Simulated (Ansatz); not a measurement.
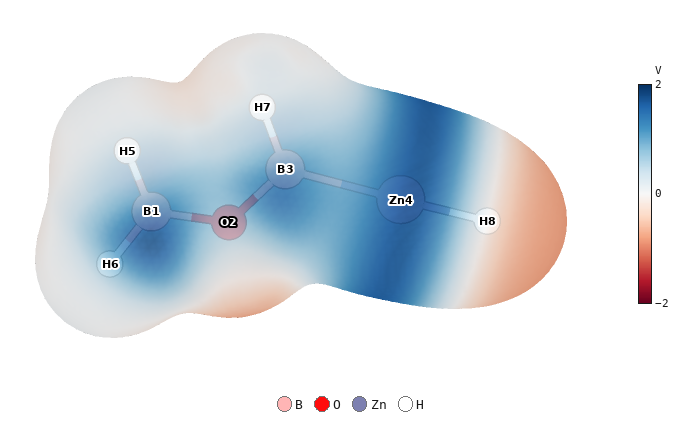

The picture shows: B₂H₄OZn (SMILES BO[BH][ZnH]). The electrostatic potential painted on the density surface at 0.002 e/bohr³, seen at a tilt; red is negative and blue positive.

All numbers below come from Ansatz 0.2.0, RKS PBE0/def2-SVPD.

| atom | x (Å) | y (Å) | z (Å) |
| --- | --- | --- | --- |
| B | -0.2615 | 1.6577 | -0.7783 |
| O | -0.4546 | 0.5400 | -0.0179 |
| B | 0.3913 | -0.5466 | 0.0523 |
| Zn | -0.1198 | -2.1456 | 1.2974 |
| H | 0.7284 | 1.7473 | -1.4665 |
| H | -1.1026 | 2.5198 | -0.7268 |
| H | 1.3958 | -0.4817 | -0.6364 |
| H | -0.4850 | -3.3480 | 2.2203 |

Describe the electrostatic potential map.

The most negative region (about −0.8 V) lies over O2 and H8, the most positive (about +1.7 V) over B1 and Zn4.
